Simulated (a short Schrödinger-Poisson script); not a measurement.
Stack: MOS inversion layer, SiO2 on p-type InP, at 400 K.

| layer | material | thickness (nm) | Na (cm⁻³) |
|---|---|---|---|
| 1 | SiO2 | 3.2 | - |
| 2 | InP | 300 | 2.5e18 |

The device is made up for the run: typed textbook-type constants, with dimensions and the other settings drawn at random. SiO2: permittivity 3.9, conduction-band edge (eV) 3.48, gap (eV) 9, electron mass (mₑ) 0.5. InP: permittivity 12.5, conduction-band edge (eV) 0, gap (eV) 1.344, Nv at 300 K (cm⁻³) 1.1e19.

Channel valleys (confinement mass, in-plane density-of-states mass, number): Γ 0.08, 0.08, 1. At the gate the conduction-band edge of layer 1 lies 3.9 eV − eVg above the Fermi level of the channel; the field vanishes at the back. Gaps are held at their typed values at every temperature. Mesh 0.03 nm at interfaces.

From a short Schrödinger-Poisson script (our own, NumPy): 1D Poisson equation in equilibrium, electrons quantum, Hartree (BenDaniel-Duke, 12 states a valley, the channel's in-plane mass for all, wave functions free to enter the dielectric), parabolic valleys, classical holes, full ionisation, no traps, pinning or gate leakage.

Only gate voltages with over 1e8 electrons/cm² are shown.

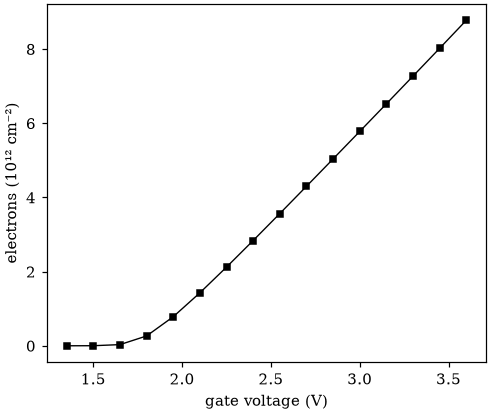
Figure: Sheet density against gate voltage

| Vg (V) | electrons (cm⁻²) | C (μF/cm²) | Γ E0 (meV) | Γ E1 (meV) |
|---|---|---|---|---|
| 1.35 | 1.02e8 | 0.306 | 321.7 | 579.5 |
| 1.5 | 1.84e9 | 0.301 | 221.9 | 489.2 |
| 1.65 | 3.15e10 | 0.350 | 123.6 | 399.8 |
| 1.8 | 2.65e11 | 0.580 | 46.6 | 330.4 |
| 1.95 | 7.83e11 | 0.727 | 0.9 | 290.8 |
| 2.1 | 1.43e12 | 0.782 | -30.9 | 264.3 |
| 2.25 | 2.12e12 | 0.807 | -57.5 | 242.9 |
| 2.4 | 2.84e12 | 0.819 | -81.8 | 223.5 |
| 2.55 | 3.56e12 | 0.826 | -105.0 | 205.2 |
| 2.7 | 4.30e12 | 0.831 | -127.7 | 187.2 |
| 2.85 | 5.04e12 | 0.834 | -150.1 | 169.5 |
| 3 | 5.78e12 | 0.837 | -172.3 | 152.0 |
| 3.15 | 6.52e12 | 0.839 | -194.4 | 134.5 |
| 3.3 | 7.27e12 | 0.842 | -216.4 | 117.1 |
| 3.45 | 8.02e12 | 0.844 | -238.2 | 100.0 |
| 3.6 | 8.78e12 | 0.848 | -259.7 | 83.3 |

Subbands count from the Fermi level.

Above a few 1e12 electrons/cm² a light Γ valley is non-parabolic and upper valleys begin to fill, which the model leaves out.
